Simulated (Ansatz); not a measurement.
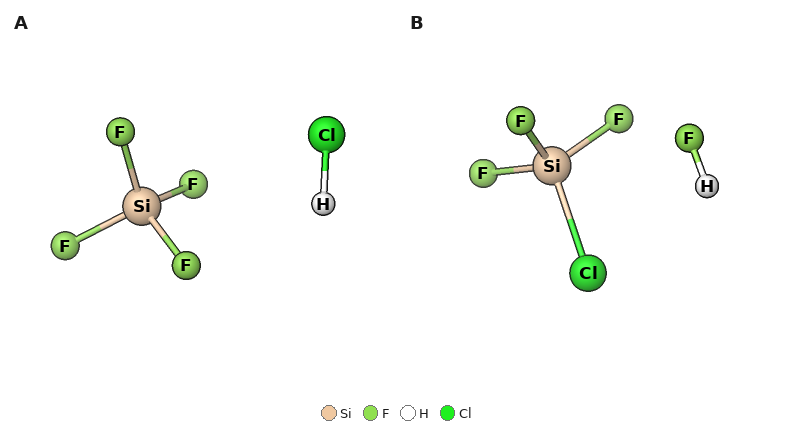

2 stationary structures of one formula. Geometries: PBE0-D4/def2-TZVP. Electronic energies: CCSD(T)/CBS (MP2 limit from def2-TZVPP and def2-QZVPP plus CCSD(T) − MP2) (Ansatz 0.2.0), without zero-point energy. Each is one conformer, not always the lowest.

Which is lowest in energy, and by how much?

Answer. A is lowest (Cs, a minimum); B lies 12.9 kcal/mol above it (a minimum).

Give E(B) − E(A) in kcal/mol at these levels too: ωB97X-V/def2-TZVPP; SPW92 (LDA)/def2-SVP; direct RPA on PBE orbitals (frozen core)/def2-TZVPP; RHF-CCSD(T) (frozen core)/def2-SVP; ωB97M-V/def2-SVP; PBE-D4/def2-SVP; r2SCAN-D4/def2-TZVPP; RHF-CCSD(T) (frozen core)/def2-TZVPP.

| level | E(B) − E(A) (kcal/mol) |
| --- | --- |
| ωB97X-V/def2-TZVPP | +12.4 |
| SPW92 (LDA)/def2-SVP | +10.6 |
| direct RPA on PBE orbitals (frozen core)/def2-TZVPP | +14.4 |
| RHF-CCSD(T) (frozen core)/def2-SVP | +12.3 |
| ωB97M-V/def2-SVP | +10.9 |
| PBE-D4/def2-SVP | +10.1 |
| r2SCAN-D4/def2-TZVPP | +12.6 |
| RHF-CCSD(T) (frozen core)/def2-TZVPP | +13.8 |
